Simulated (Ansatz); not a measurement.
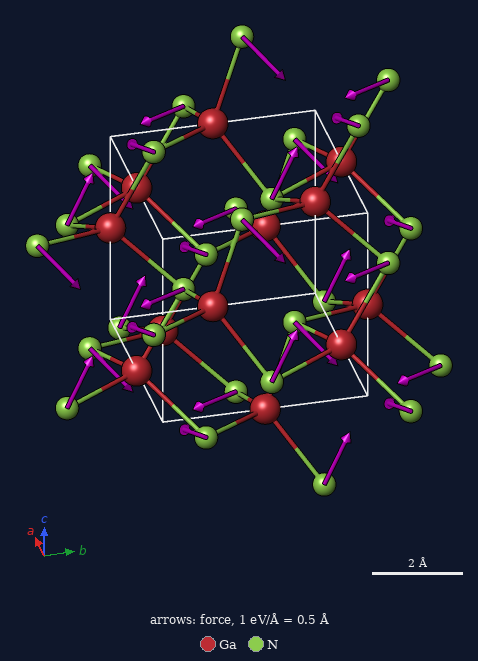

Starting geometry of solid Ga$_{3}$N$_{4}$ (a generated structure, set up in P-43m) (coarse preliminary run) with the computed forces as purple arrows. A ball-and-stick model of the cell of the calculation, seen from a free direction.

Method: DFT PBE, scalar-relativistic, plane waves, PAW in Ansatz. Set-up: plane-wave cutoff 420 eV; k-point mesh 4 × 4 × 4; occupations gaussian; smearing width 0.1 eV; no spin polarisation; cell and atoms relaxed; force threshold 0.04 eV/Å; at most 70 steps.

Question: Is this structure relaxed? If not, where do the atoms go?

Answer: It isn't relaxed: the largest force vector, on N atoms, is 2.81 eV/Å. The atoms end up moving mostly along the starting forces (cosine between the two patterns 1.00). After 5 accepted moves (6 points after the start) the energy has fallen by 3.954 eV per cell of the calculation. Largest force component: 1.6 eV/Å at the start, 0.002 eV/Å at the end. Pressure: −20.86 GPa at the start and −0.24 GPa at the end. The SCF was repeated once at an unchanged geometry on a basis and grid sized afresh for the cell, which shifted the energy by 17.4 meV per cell of the calculation at most. The largest moves relative to the cell, 0.43 Å, are those of N atoms. Ga stays in place. The volume changes by −9.8 %, with a = b = c 4.735 → 4.575 Å (−3.4 %). Near-neighbour distances that change, for instance: Ga–N 2.160 → 1.934 Å. Bond angles that change, for instance: N–Ga–N 123.6° → 100.5°, Ga–N–Ga 101.6° → 113.6°, N–Ga–N 102.9° → 114.1°. The space group stays P-43m (No. 215).
